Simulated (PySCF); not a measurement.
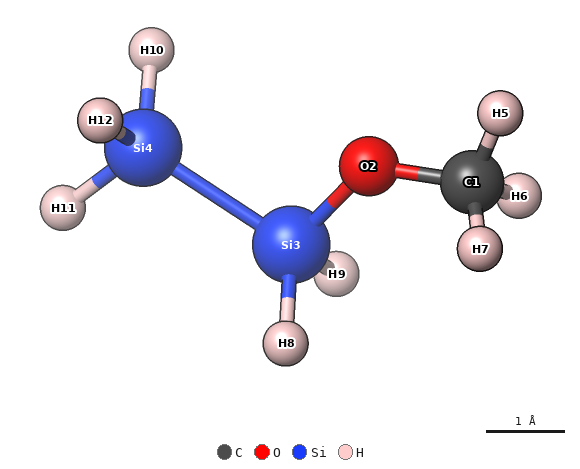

This is the input geometry for a relaxation of CH₈OSi₂. The picture is a ball-and-stick view, seen at a tilt.

The start comes from GFN2-xTB.

Method: PBE0-D3(BJ)/def2-SVP geometry optimisation, gas phase (PySCF 2.14.0, density-fitted response routines).

```xyz
12

C    -2.1447    0.5932    0.1338
O    -0.7805    0.4951    0.3956
Si    0.2226   -0.7362    0.0436
Si    2.2034    0.0688    0.8681
H    -2.4967    1.5551    0.5089
H    -2.6943   -0.2091    0.6324
H    -2.3389    0.5330   -0.9399
H     0.1745   -1.0156   -1.4038
H    -0.2884   -1.9797    0.6499
H     2.2158    0.3292    2.3113
H     3.2451   -0.9367    0.6305
H     2.6834    1.3023    0.2366
```

### Where does the relaxation end?

After 5 geometry steps the energy has fallen by 17.2 kJ/mol. Largest force component: 1.2 eV/Å at the start, 0.012 eV/Å at the end. The largest move after the best rigid fit is that of H5, 0.18 Å. Largest moves by element: H 0.18 Å, O 0.14 Å, Si 0.11 Å, C 0.07 Å. Among the contacts that change: Si3–Si4 2.292 → 2.339 Å, O2–Si3 1.627 → 1.669 Å, Si4–H10 1.467 → 1.495 Å, Si3–H8 1.475 → 1.501 Å. Bond angles that change, for instance: Si4–Si3–H8 116.6° → 111.1°, O2–Si3–Si4 100.9° → 106.3°, C1–O2–Si3 128.1° → 123.3°.

Step by step:

```
step  E − E(0), kJ/mol  largest force component, eV/Å
   0              0.00                         1.1757
   1            -16.73                         0.2224
   2            -17.05                         0.0565
   3            -17.17                         0.0445
   4            -17.20                         0.0414
   5            -17.22                         0.0115
```

The structure at the end:

```xyz
12

C    -2.2056    0.5824    0.1132
O    -0.8441    0.6050    0.4428
Si    0.2059   -0.6436    0.0900
Si    2.3078    0.0241    0.8691
H    -2.6682    1.5208    0.4546
H    -2.7365   -0.2567    0.6005
H    -2.3664    0.5002   -0.9781
H     0.2349   -0.9068   -1.3877
H    -0.2414   -1.9145    0.7518
H     2.2655    0.2629    2.3440
H     3.3062   -1.0537    0.5830
H     2.7431    1.2791    0.1840
```

The end point in the same view:

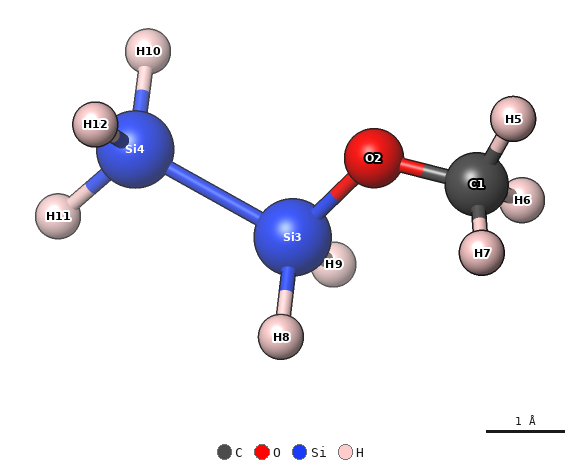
